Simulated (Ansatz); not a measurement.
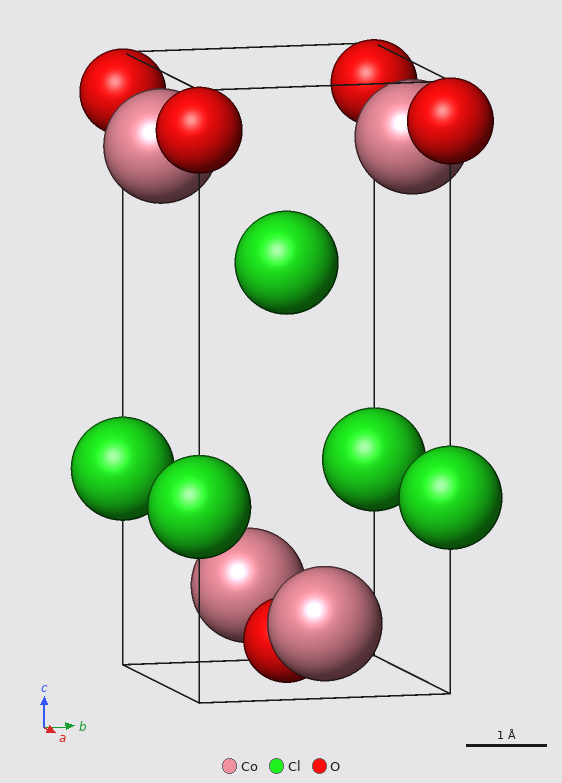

Drawn in the spheres-only manner and seen slightly off an axis. The parallelepiped is the simulation cell.

```
CELL_PARAMETERS angstrom
3.67475 0.00000 0.00000
0.00000 3.27722 0.00000
0.00000 0.00000 7.78581
ATOMIC_POSITIONS crystal
Co 0.00000 0.50000 0.12200
Co 0.50000 0.00000 0.87800
Cl 0.00000 0.00000 0.32000
Cl 0.50000 0.50000 0.68000
O 0.00000 0.00000 0.93500
O 0.50000 0.50000 0.06500
```

Method used: DFT, PAW plane waves, PBE (Ansatz 0.2.0). It ran with plane-wave cutoff 420 eV, k-point mesh 9×10×5, Fermi-Dirac smearing of 0.1 eV, no spin polarisation (a spin-restricted run, not always the ground state).

Question: What net charge does each kind of atom have (Bader)?

Answer: Co +1.25 e; Cl -0.36 e; O -0.90 e.

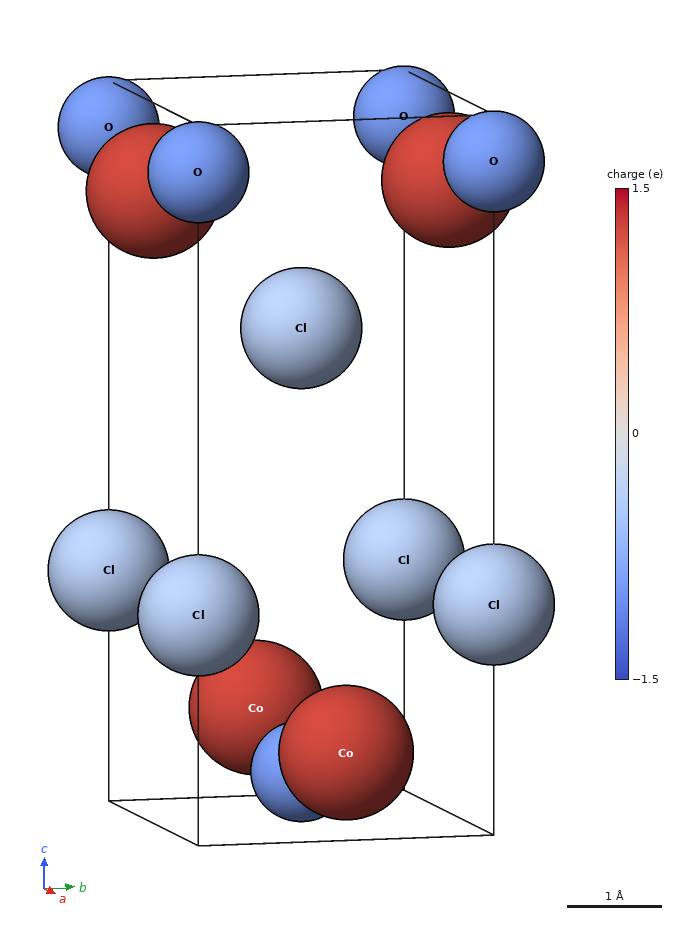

The atoms coloured by those charges.

What is drawn is a generated cell, made by putting these elements into a known structure type (the compound may or may not exist in this form); it hasn't been relaxed. It was run through Ansatz as a DFT input.

At this level of theory the cell isn't at rest (stretched, at -8 GPa and forces up to 1.2 eV/Å), so its distances can differ from those at equilibrium, the more so the softer the solid.
